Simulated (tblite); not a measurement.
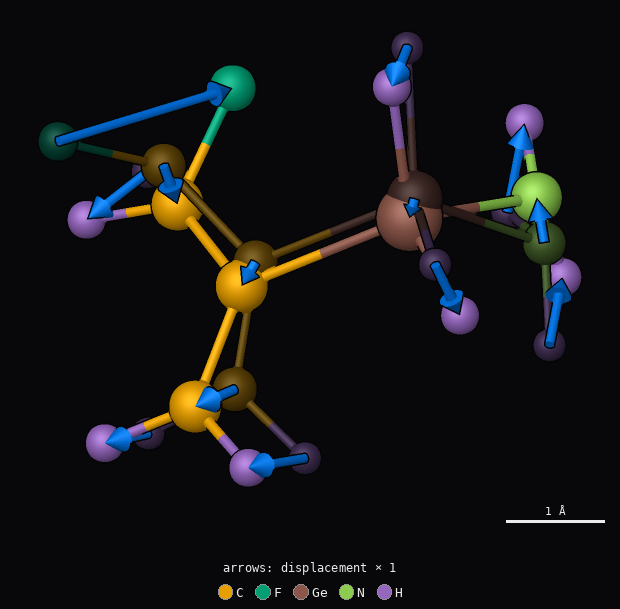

This is a relaxation of C3H7FGeN (multiplicity 2). The starting structure is drawn faded, the final one solid; blue arrows show the displacements, at their true length. The two geometries are superimposed by the best rigid fit.

The picture is a ball-and-stick view, seen face on.

These are results of GFN2-xTB geometry optimisation, gas phase (tblite), not measurements. 

### Which element moves most?

Fluorine: up to 2.27 Å, against 0.97 Å for hydrogen.

### What did the optimiser do to the structure, and how much energy did it gain?

The energy falls by 118.8 kJ/mol in 124 geometry steps. The F atom moves most after the best rigid fit: 2.27 Å. Largest moves by element: F 2.27 Å, H 0.97 Å, C 0.58 Å, N 0.48 Å, Ge 0.21 Å. Among the contacts that change: C–C 1.480 → 1.369 Å, Ge–N 1.891 → 1.809 Å, Ge–H 1.558 → 1.497 Å, C–Ge 1.934 → 1.991 Å. Bond angles that change, for instance: C–C–H 115.2° → 128.8°, C–Ge–N 103.9° → 115.2°, Ge–N–H 104.5° → 115.8°. Groups turn about C–Ge by about 40°. The run took 0.98 s on 1 thread of Arm Neoverse N1 (shared host).
